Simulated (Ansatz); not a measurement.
**Effort and miss along a sweep of kpoints.mp_grid.grid: VAgS2 (I-42d, 8 atoms in the cell)**

Cell: a = 6.6941 Å, b = 6.6941 Å, c = 6.6941 Å, α = 131.31°, β = 131.31°, γ = 71.33°.

Method of the run: PBE (plane waves, PAW; Ansatz, a first-principles code).

Base settings: basis.ecutwfc = 30.9 Ry; kpoints.mp_grid.grid = 5 5 5; kpoints.mp_grid.shift = 0.5 0.5 0.5; hamiltonian.xc = pbe; hamiltonian.pseudopotentials = {kind: paw} (the program's default PAW files); magnetization.spin_polarized = true; scf.occupations.method = fermi_dirac; scf.occupations.width = 0.0073 Ry.

Misses are taken against the tightest run, 13 13 13, which need not be fully converged itself. The energy is the free energy per atom.

The count of work is k-points × plane waves × bands × iterations; it is no time, and leaves out set-up, grids and terms that scale otherwise. Core times come from one kind of shared machine and are given to one figure; runs under 30 s give none.

The starting cell was generated: these elements placed on a structure prototype, without a prior relaxation; it need not be a known phase or ordering of this composition. The magnetic order is the one reached from the typed start; others were not searched systematically. In the base run, forces exceed 1 eV/Å. Ansatz's pressure includes its estimate of the finite-basis (Pulay) stress.

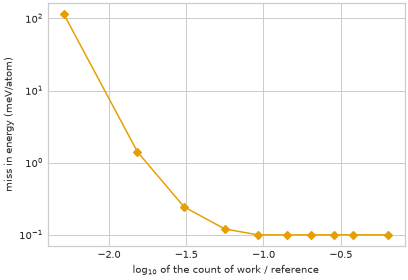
*Miss against the count of work; the reference run is not drawn, and misses under 0.1 meV/atom are drawn there.*

```
kpoints.mp_grid.grid  energy less reference (meV/atom)  pressure less reference (GPa)  largest difference in the force on any atom (eV/Å)  count of work / reference  core time / reference (rough)
--------------------  --------------------------------  -----------------------------  --------------------------------------------------  -------------------------  -----------------------------
1 1 1                                           115.33                           0.66                                               0.207                     0.0051                              –
2 2 2                                             1.41                           0.07                                               0.002                      0.015                              –
3 3 3                                             0.24                           0.01                                               0.007                      0.031                              –
4 4 4                                            -0.12                          -0.01                                               0.001                      0.056                              –
5 5 5                                            -0.05                           0.00                                               0.000                      0.092                              –
6 6 6                                             0.01                           0.00                                               0.000                       0.14                              –
7 7 7                                             0.00                           0.00                                               0.000                       0.20                            0.2
8 8 8                                             0.00                           0.00                                               0.000                       0.29                            0.3
9 9 9                                             0.00                           0.00                                               0.000                       0.38                            0.4
11 11 11                                          0.00                           0.00                                               0.000                       0.64                            0.6
13 13 13                                          0.00                           0.00                                               0.000                        1.0                              1
```

Coarsest setting among those run that, with all tighter ones, holds the energy within 20 meV/atom of the reference: 2 2 2, off by 1.4 meV/atom; it needs 0.015 of the reference's count of work.

The step from 1 1 1 to 2 2 2: it takes the miss in the energy from 120 to 1.4 meV/atom, for 3.0 times the count of work.

Left out of this page: 1 run of the series stopped by limits of time or memory.

Keys are those of Ansatz 0.2.
